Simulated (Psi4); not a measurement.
# UMN15/cc-pVTZ (sweep point 7) run of SiHSF2 (SMILES F[SiH](F)[S])

What is the vertical ionisation energy of SiHSF2 at UMN15/cc-pVTZ (sweep point 7)? The job is set up through a Python script.

Program for the calculation: Psi4 1.11.

4 further runs of the same task are left out: 4 set aside as unsound or not needed.

**1. The system as given**

SiHSF2 has 5 atoms, charge 0, and is taken as a doublet. SMILES: `F[SiH](F)[S]`. The coordinates come from a PBE0-D4/def2-TZVP relaxation.

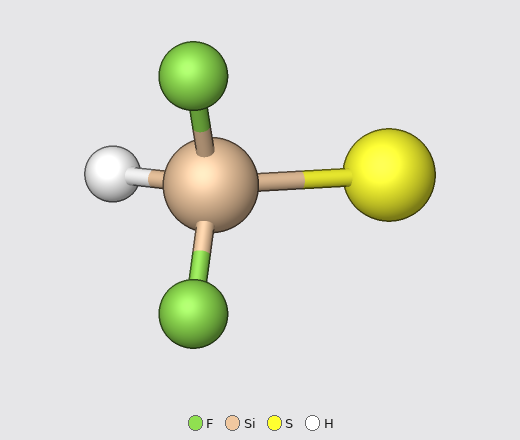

Viewed from a chosen angle; fluorine green, silicon light orange, sulfur yellow, hydrogen white.

**2. The energy at UMN15/cc-pVTZ (sweep point 7)**

File run.py:

```python
import psi4

psi4.set_memory('1600 MB')
psi4.set_num_threads(1)
psi4.core.set_output_file('psi4.out', False)

mol = psi4.geometry("""
0 2
F     -0.294700    -0.440200     1.515400
Si     0.087400     0.010000     0.046800
F      0.080600     1.592500     0.075600
S     -1.256200    -0.752800    -1.380300
H      1.432800    -0.483300    -0.298900
units angstrom
symmetry c1
""")

options = {'basis': 'cc-pVTZ', 'reference': 'uks', 'puream': True, 'scf_type': 'pk', 'dft_radial_points': 99, 'dft_spherical_points': 590, 'd_convergence': 1e-10, 'e_convergence': 1e-10, 'maxiter': 150}
psi4.set_options(options)

result = psi4.energy("mn15", molecule=mol)
print(f'mn15 energy: {result:.10f} Eh')
```

On the command line:

```console
$ python run.py
```

psi4.out:

```text
[...]
  Running in c1 symmetry.
[...]
  Nuclear repulsion =  219.048892368938851
[...]
  Multiplicity = 2
[...]
  Nalpha       = 25
  Nbeta        = 24
[...]
    Number of basis functions: 142
[...]
   @UKS iter   1:  -887.70283288476605   -4.65238e-01   4.21219e-03 DIIS/ADIIS
[...]
   @UKS iter  24:  -887.80564499297179   -6.82121e-13   5.34703e-11 DIIS
[...]
   @S^2 Observed:                7.530813459E-01
[...]
    Orbital Energies [Eh]
    ---------------------
    Alpha Occupied:
       1A    -87.904182     2A    -65.399753     3A    -24.302633
       4A    -24.302608     5A     -7.758395     6A     -5.962542
       7A     -5.949236     8A     -5.942189     9A     -5.252283
      10A     -3.779519    11A     -3.778454    12A     -3.776757
      13A     -1.260401    14A     -1.238609    15A     -0.782781
      16A     -0.627890    17A     -0.567809    18A     -0.552532
      19A     -0.539173    20A     -0.509319    21A     -0.494218
      22A     -0.469003    23A     -0.397452    24A     -0.366661
      25A     -0.345047
    Alpha Virtual:
[...]
  @UKS Final Energy:  -887.80564499297179
   => Energetics <=
    Nuclear Repulsion Energy =            219.0488923689388514
    One-Electron Energy =               -1666.5906095996574550
    Two-Electron Energy =                 598.3282036972397009
    DFT Exchange-Correlation Energy =     -38.5921314594928404
    Empirical Dispersion Energy =           0.0000000000000000
    VV10 Nonlocal Energy =                  0.0000000000000000
    Total Energy =                       -887.8056449929717928
[...]
 Multipole Moments:
 ------------------------------------------------------------------------------------
     Multipole            Electronic (a.u.)      Nuclear  (a.u.)        Total (a.u.)
 ------------------------------------------------------------------------------------
 L = 1.  Multiply by 2.5417464519 to convert [e a0] to [Debye]
 Dipole X            :         -0.9329096            1.1465921            0.2136825
 Dipole Y            :          1.3654939           -1.5814621           -0.2159682
 Dipole Z            :          1.6844270           -1.9339232           -0.2494962
 Magnitude           :                                                    0.3931296
[...]
```

The script printed:

```text
mn15 energy: -887.8056449930 Eh
```

Run time: 2.2 min. Hardware: 1 thread of Intel Xeon Platinum 8488C (Sapphire Rapids), shared host; peak memory 1.3 GiB.

**3. The singlet cation at the same level**

File f2hssi.py:

```python
import psi4

psi4.set_memory(1600000000)
psi4.set_num_threads(1)
psi4.set_output_file('f2hssi.out', False)

molecule = psi4.geometry("""
1 1
F     -0.294700    -0.440200     1.515400
Si     0.087400     0.010000     0.046800
F      0.080600     1.592500     0.075600
S     -1.256200    -0.752800    -1.380300
H      1.432800    -0.483300    -0.298900
symmetry c1
""")

options = {'basis': 'cc-pVTZ', 'reference': 'rks', 'puream': True, 'scf_type': 'pk', 'dft_radial_points': 99, 'dft_spherical_points': 590, 'd_convergence': 1e-10, 'e_convergence': 1e-10}
psi4.set_options(options)

e_tot, wfn = psi4.energy("MN15", return_wfn=True)
print(f'total energy {e_tot:.8f} hartree = {e_tot * 27.211386:.5f} eV')
```

On the command line:

```console
$ python f2hssi.py
```

f2hssi.out:

```text
[...]
  Running in c1 symmetry.
[...]
  Nuclear repulsion =  219.048892368938851
[...]
  Multiplicity = 1
[...]
  Nalpha       = 24
  Nbeta        = 24
[...]
    Number of basis functions: 142
[...]
   @RKS iter   1:  -887.24579443935693   -8.19912e-03   4.17363e-03 ADIIS/DIIS
[...]
   @RKS iter  22:  -887.36182419273280   -7.95808e-13   9.81740e-11 DIIS
[...]
    Orbital Energies [Eh]
    ---------------------
    Doubly Occupied:
       1A    -88.260397     2A    -65.640514     3A    -24.508723
       4A    -24.508700     5A     -8.108087     6A     -6.323355
       7A     -6.294240     8A     -6.286568     9A     -5.493291
      10A     -4.020942    11A     -4.019058    12A     -4.017622
      13A     -1.462700    14A     -1.440140    15A     -1.072646
      16A     -0.841585    17A     -0.766594    18A     -0.760363
      19A     -0.752074    20A     -0.709227    21A     -0.701580
      22A     -0.692854    23A     -0.648678    24A     -0.628567
[...]
  @RKS Final Energy:  -887.36182419273280
   => Energetics <=
    Nuclear Repulsion Energy =            219.0488923689388514
    One-Electron Energy =               -1654.0046908395122500
    Two-Electron Energy =                 585.9840502349712779
    DFT Exchange-Correlation Energy =     -38.3900759571306693
    Empirical Dispersion Energy =           0.0000000000000000
    VV10 Nonlocal Energy =                  0.0000000000000000
    Total Energy =                       -887.3618241927327972
[...]
 Multipole Moments:
 ------------------------------------------------------------------------------------
     Multipole            Electronic (a.u.)      Nuclear  (a.u.)        Total (a.u.)
 ------------------------------------------------------------------------------------
 L = 1.  Multiply by 2.5417464519 to convert [e a0] to [Debye]
 Dipole X            :         -1.3614716            1.1465921           -0.2148795
 Dipole Y            :          0.4787053           -1.5814621           -1.1027568
 Dipole Z            :          0.3207622           -1.9339232           -1.6131611
 Magnitude           :                                                    1.9658419
[...]
```

Standard output:

```text
total energy -887.36182419 hartree = -24146.34512 eV
```

Run time: 98 s. Hardware: 1 thread of Intel Xeon Platinum 8488C (Sapphire Rapids), shared host; peak memory 1.3 GiB.

**4. Outcome**

Level: UMN15/cc-pVTZ (sweep point 7).

| quantity | value |
| --- | --- |
| doublet SiHSF2: total energy | -887.80564 Eh |
| doublet SiHSF2: dipole moment | 1.00 D |
| doublet SiHSF2: HOMO energy (highest over α and β) | -8.93 eV |
| doublet SiHSF2: LUMO energy (lowest over α and β) | -4.60 eV |
| doublet SiHSF2: ⟨S²⟩ | 0.753 |
| singlet cation: total energy | -887.36182 Eh |
| singlet cation: HOMO energy | -17.10 eV |
| singlet cation: LUMO energy | -13.96 eV |
| singlet cation: HOMO–LUMO gap | 3.15 eV |
| vertical ionisation energy (to the singlet cation) | 12.077 eV |

In words: Removing an electron at fixed nuclei costs 12.08 eV (1165 kJ/mol). Only the singlet of the ionised species was computed; a triplet could lie lower.
